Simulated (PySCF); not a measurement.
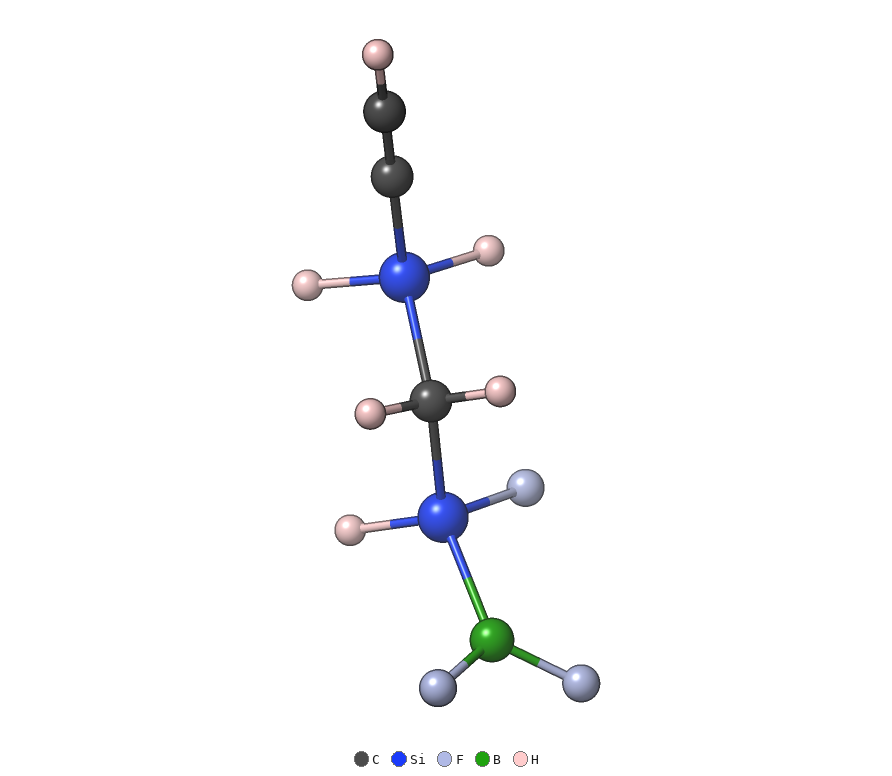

A ball-and-stick model of a molecule.

The geometry was computed by an optimisation with GFN2-xTB. No frequency run is at hand to confirm it as a minimum.

Question: Which formula does it have?

Answer: C₃H₆BF₃Si₂, 15 atoms: 3 carbon, 6 hydrogen, 1 boron, 3 fluorine and 2 silicon.

Question: What is its SMILES?

Answer: C#C[SiH2]C[Si@@H](F)B(F)F

Question: What is the point group of this geometry?

Answer: C1.

The parts below concern this one geometry. Atoms keep their numbers from picture to picture.

**Geometry**

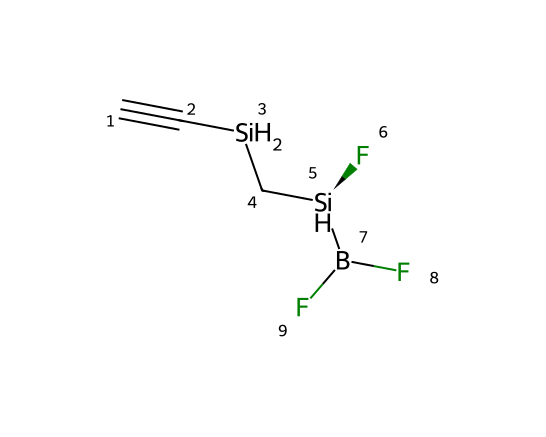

Skeletal drawing with numbered atoms; wedges and dashes mark any stereocentres. The configuration is that of a computed structure (GFN2-xTB).

Question: Assign CIP descriptors.

Answer: Si5: S.

**Electronic properties**

No frequency run is at hand to confirm it as a minimum. Level of theory: ωB97X-D/def2-SVPD, gas phase (PySCF 2.14.0). Excitations: vertical, linear response.

Predict the main results.

- dipole moment: 2.08 D
- HOMO energy (Kohn–Sham orbital): −10.15 eV
- LUMO energy (Kohn–Sham orbital): 0.22 eV
- HOMO–LUMO gap: 10.37 eV
- mean static polarisability: 98.5 bohr³
- lowest vertical singlet excitation: 6.18 eV
- its oscillator strength: 0.001
- brightest of the 8 lowest singlets: 7.46 eV
- its oscillator strength: 0.18

**Quadrupole coupling**

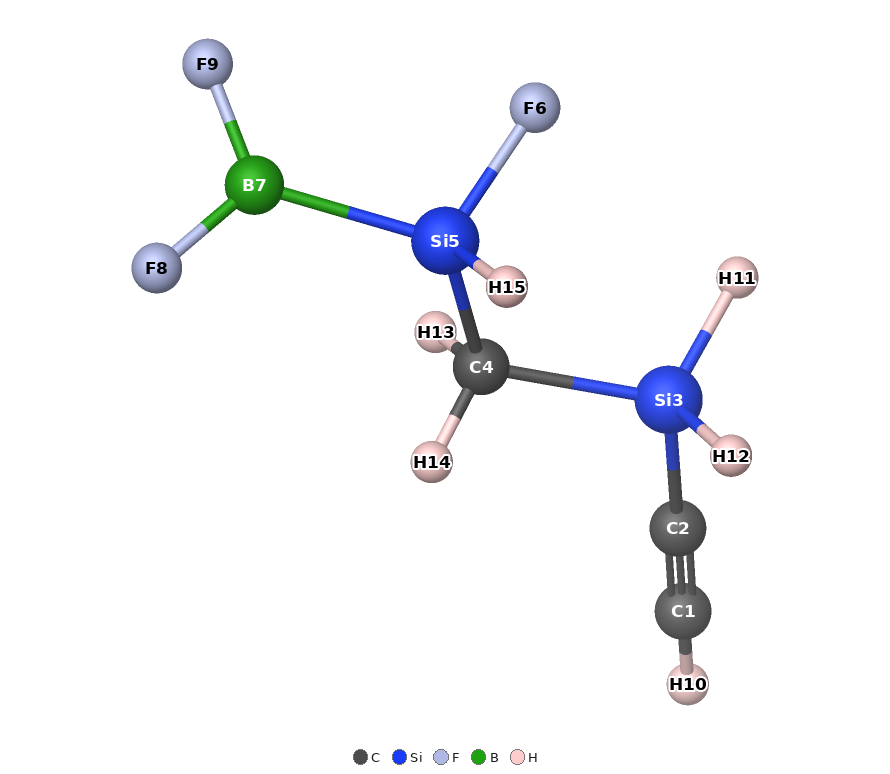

No frequency run is at hand to confirm it as a minimum. Electric field gradients from the ground-state density, PBE0/pcSseg-1 (PySCF 2.14.0), non-relativistic apart from any core potentials.

Give the largest field-gradient component, the quadrupole coupling constant and the asymmetry for 11B at B7 (Q = 40.59 mb), 2H at H10 (Q = 2.86 mb), 2H at H11 (Q = 2.86 mb), 2H at H12 (Q = 2.86 mb), 2H at H13 (Q = 2.86 mb).

```tsv
atom	V_zz (a.u.)	e²qQ/h (MHz)	η
B7	0.373	3.56	0.60
H10	0.386	0.259	0.00
H11	0.160	0.107	0.00
H12	0.158	0.106	0.02
H13	0.315	0.212	0.01
```

**NMR shielding**

The questions are on isotropic NMR shieldings of the Si atoms. No frequency run is at hand to confirm it as a minimum. Level of theory: GIAO PBE0/pcSseg-1 NMR shielding, non-relativistic, gas phase (PySCF 2.14.0).

Give the isotropic NMR shieldings of the Si atoms atom by atom.

```csv
atom,σ (ppm)
Si3,415.4
Si5,342.9
```

The geometry is semi-empirical. Around B, Si such bond lengths and angles can be off by a tenth of an ångström or more and by several degrees, and values that hang on the shape move with them.
